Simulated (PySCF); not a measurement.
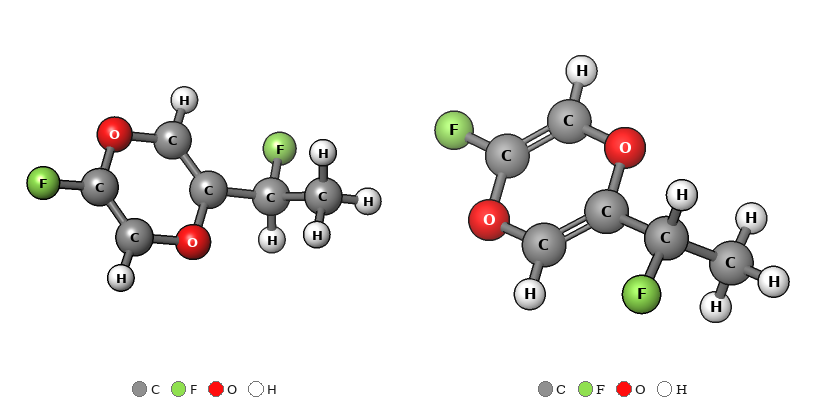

Two views of one molecule.

The geometry was computed by an optimisation with GFN2-xTB. No frequency run is at hand to confirm it as a minimum.

Description:

The molecule is C₆H₆F₂O₂. Its SMILES string is `C[C@H](F)C1=COC(F)=CO1`. Independent rings (smallest set): 1 of 6 members. Among its groups: ether, alkene, C–F bond. This geometry has C1 symmetry. Coordination: 2 C tetrahedral; 4 C trigonal planar; 2 O bent.

The parts below concern this one geometry. Atoms keep their numbers from picture to picture.

**Ring current**

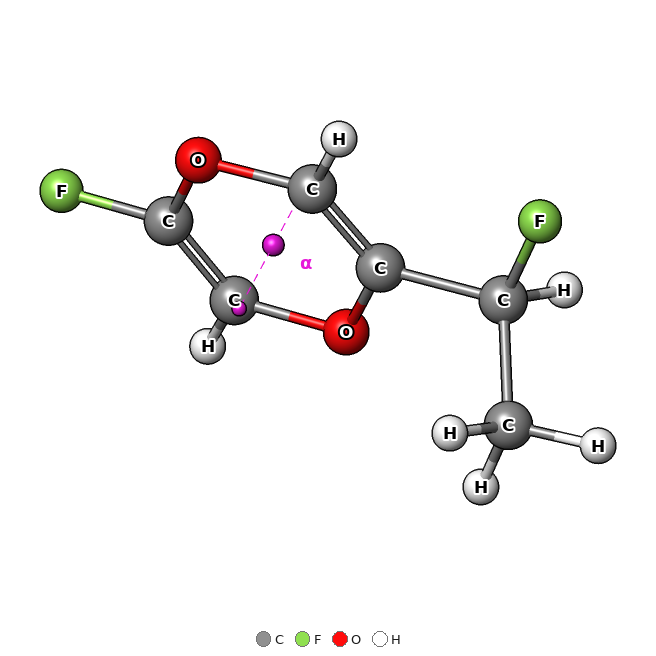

The small points mark where nucleus-independent chemical shifts (NICS) were computed: at the centre of each lettered ring and 1 Å above and below it. No frequency run is at hand to confirm it as a minimum. Properties computed with GIAO PBE0/pcSseg-1 NMR shielding, non-relativistic, gas phase (PySCF 2.14.0).

Give NICS(0), NICS(1) and the out-of-plane component NICS(1)zz for each ring (means of the two sides).

```
ring  members  NICS(0)  NICS(1)  NICS(1)zz
   α     C4O2      5.4      3.9       17.6
```

Values in ppm.

What do the values say about the ring currents?

Answer. Ring α: paratropic, as in an antiaromatic ring. NICS is one index among several.

**Charges**

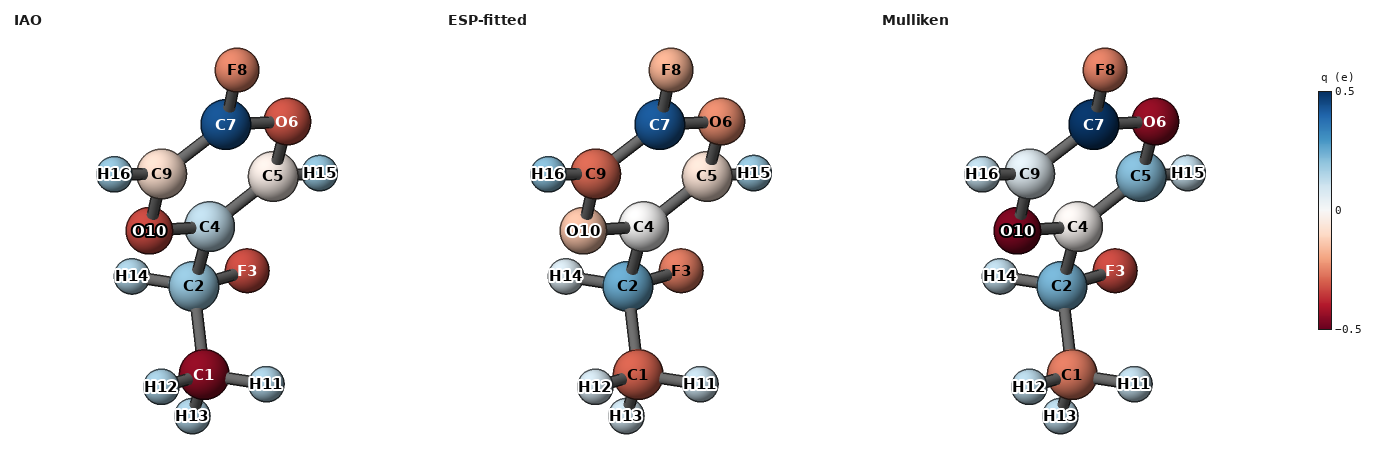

Atomic charges of one calculation by 3 schemes, on one colour scale. No frequency run is at hand to confirm it as a minimum. Method: PBE0/pcSseg-1 (PySCF 2.14.0).

On which atom do the schemes disagree most?

Answer. On C9 (from −0.28 to 0.06 e).

List the charges (e), one line for each set of equivalent atoms.

```json
{"atom": "C1", "IAO": "−0.44", "ESP-fitted": "−0.29", "Mulliken": "−0.26"}
{"atom": "C2", "IAO": "0.19", "ESP-fitted": "0.25", "Mulliken": "0.23"}
{"atom": "F3", "IAO": "−0.32", "ESP-fitted": "−0.25", "Mulliken": "−0.33"}
{"atom": "C4", "IAO": "0.13", "ESP-fitted": "0.00", "Mulliken": "−0.01"}
{"atom": "C5", "IAO": "−0.03", "ESP-fitted": "−0.07", "Mulliken": "0.21"}
{"atom": "O6", "IAO": "−0.31", "ESP-fitted": "−0.23", "Mulliken": "−0.44"}
{"atom": "C7", "IAO": "0.43", "ESP-fitted": "0.42", "Mulliken": "0.48"}
{"atom": "F8", "IAO": "−0.24", "ESP-fitted": "−0.17", "Mulliken": "−0.25"}
{"atom": "C9", "IAO": "−0.08", "ESP-fitted": "−0.28", "Mulliken": "0.06"}
{"atom": "O10", "IAO": "−0.32", "ESP-fitted": "−0.14", "Mulliken": "−0.46"}
{"atom": "H11", "IAO": "0.15", "ESP-fitted": "0.11", "Mulliken": "0.12"}
{"atom": "H12", "IAO": "0.16", "ESP-fitted": "0.09", "Mulliken": "0.14"}
{"atom": "H13", "IAO": "0.16", "ESP-fitted": "0.10", "Mulliken": "0.13"}
{"atom": "H14", "IAO": "0.15", "ESP-fitted": "0.07", "Mulliken": "0.13"}
{"atom": "H15", "IAO": "0.19", "ESP-fitted": "0.19", "Mulliken": "0.12"}
{"atom": "H16", "IAO": "0.19", "ESP-fitted": "0.21", "Mulliken": "0.12"}
```

**Dipole moment**

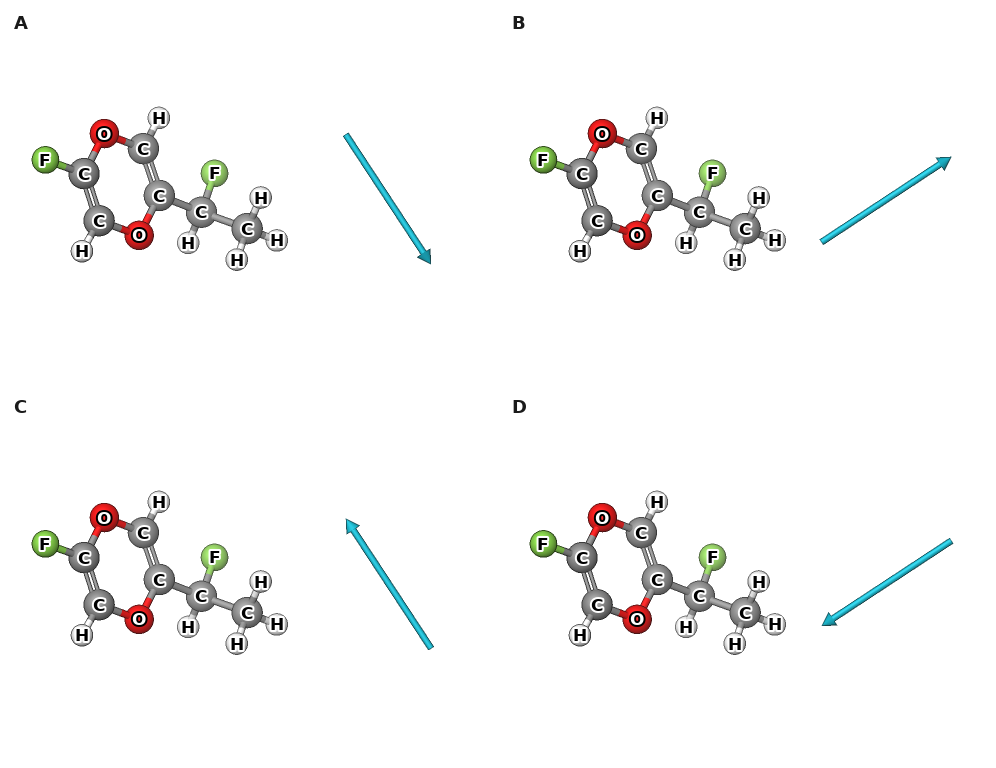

The same molecule four times, each with an arrow. No frequency run is at hand to confirm it as a minimum. Method: PBE0/def2-SVPD, gas phase (PySCF 2.14.0).

Which arrow points along the dipole moment, from the negative to the positive end?

Answer. A. The dipole moment is 2.05 D.

**Electronic properties**

No frequency run is at hand to confirm it as a minimum. Properties computed with PBE0/def2-SVPD, gas phase (PySCF 2.14.0). Excitations: vertical, linear response.

Give the HOMO energy (Kohn–Sham orbital) at this level.

Answer. −6.03 eV.

What is the lowest vertical singlet excitation?

Answer. 4.31 eV.

Estimate the LUMO energy (Kohn–Sham orbital).

Answer. −0.37 eV.

What is the mean static polarisability?

Answer. 75.7 bohr³.

Mulliken values depend strongly on the basis set and can even reverse the polarity of a bond.
